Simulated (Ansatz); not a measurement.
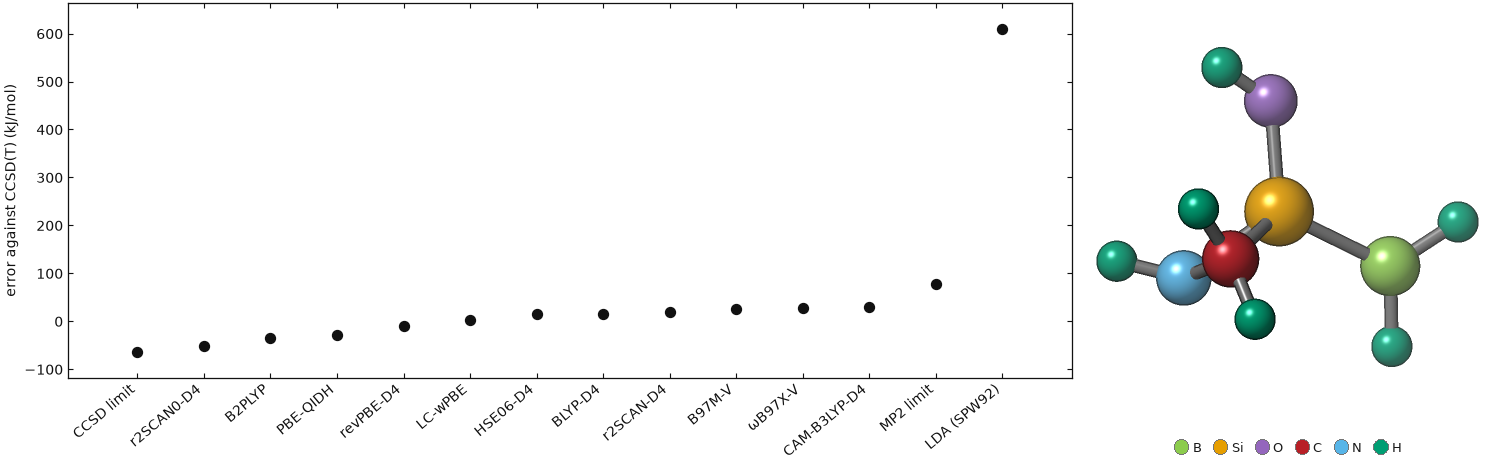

Error in the electronic atomisation energy (method less reference, so positive means overbinding) of CH₆BNOSi, SMILES B[Si@]1(O)CN1: functionals in def2-TZVPP against frozen-core CCSD(T) at the limit (MP2 extrapolated from triple and quadruple zeta, plus CCSD(T) less MP2 in a smaller set), which gives 3976.7 kJ/mol, at a PBE0-D4/def2-TZVP geometry (a minimum by its frequencies), no zero-point or spin-orbit term, the Ansatz code. The reference leaves out core correlation, a term that grows with the number of heavy atoms. B2PLYP and PBE-QIDH hold a correlation term that converges slowly with the basis, so part of the distance to the limit is basis error. No dispersion term is added to B2PLYP, PBE-QIDH and LC-wPBE. Limit means the basis limit.

### Which of these levels overbind, and which underbind?

Overbind: ωB97X-V, CAM-B3LYP-D4, MP2 limit and LDA (SPW92). Underbind: CCSD limit, r2SCAN0-D4, B2PLYP and PBE-QIDH. Within 25 kJ/mol of zero, too close to call in view of what the reference leaves out: revPBE-D4, LC-wPBE, HSE06-D4, BLYP-D4, r2SCAN-D4 and B97M-V.

### What range do the values span?

From −63.6 kJ/mol (CCSD limit) to 608.9 kJ/mol (LDA (SPW92)).
